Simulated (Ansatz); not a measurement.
```yaml
atoms:
  - { symbol: Al, position_ang: [0.0037, -0.5200, -0.4508] }
  - { symbol: F, position_ang: [-0.0030, 0.0378, 2.3699] }
  - { symbol: F, position_ang: [1.4633, 0.1526, -0.8612] }
  - { symbol: H, position_ang: [-1.3548, 0.1453, -0.8314] }
  - { symbol: Br, position_ang: [0.1021, -2.7002, 0.4876] }
  - { symbol: H, position_ang: [0.0669, -0.8728, 2.5399] }
```

Not at a stationary point (largest force 1.2 eV/Å).

The calculation used RKS B3LYP/def2-SVP (Ansatz 0.2.0).

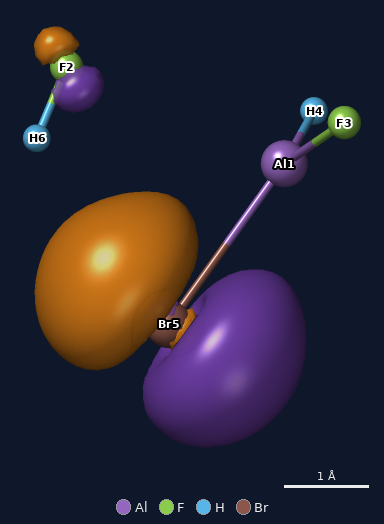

AlBrFH···HF. The HOMO−1 at ±0.15 Å⁻³ᐟ² (orange and purple are the two phases), seen across its widest extent.

### What is the character of this orbital?

By Hirshfeld shares it lies mainly on Br5 (about 90 %); largely a lone pair of Br5. Its energy is −8.58 eV.
